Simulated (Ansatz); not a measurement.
Results of revPBE (PAW; Ansatz, a quantum-chemistry and plane-wave program) for B20 (FeSi-type) CoSi.

Numerical settings: plane-wave cutoff 520 eV, 12×12×12 k mesh, Fermi–Dirac smearing 0.05 eV, no spin polarisation, scalar-relativistic PAW data made under PBE.

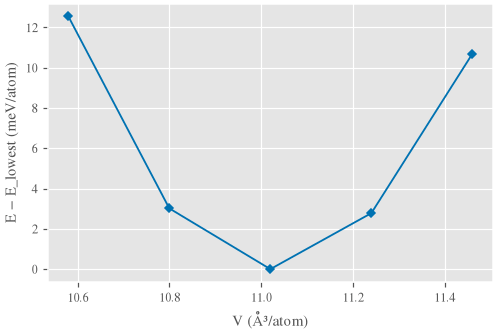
Total energy against volume

From the curve, estimate the equilibrium volume and the bulk modulus.

V0 ≈ 11.0 Å³/atom and B0 ≈ 210 GPa; the fit gives V0 = 11.020 Å³/atom, B0 = 210 GPa, B′ = 5.0.

Shape and atoms are relaxed at each volume.

Measured, for comparison: bulk modulus 207 GPa (temperature not stated, no zero-point or thermal correction; as tabulated in Electronic Structure of B20 (FeSi-Type) Transition-Metal Monosilicides …); equilibrium volume per atom 10.97 Å³/atom (temperature not stated, no zero-point or thermal correction; as tabulated in Wikipedia's data pages). Computed (rounded) less measured: bulk modulus +1 %, equilibrium volume per atom +0.5 %. A static lattice is as a rule a little smaller and stiffer than an uncorrected measurement, which narrows the difference in the bulk modulus and would widen misses of the other sign.

Note: the bulk modulus comes from volumes at which shape and atoms were relaxed.

Static lattice: no zero-point or thermal effects.

Computing time: very roughly 21 core-minutes.
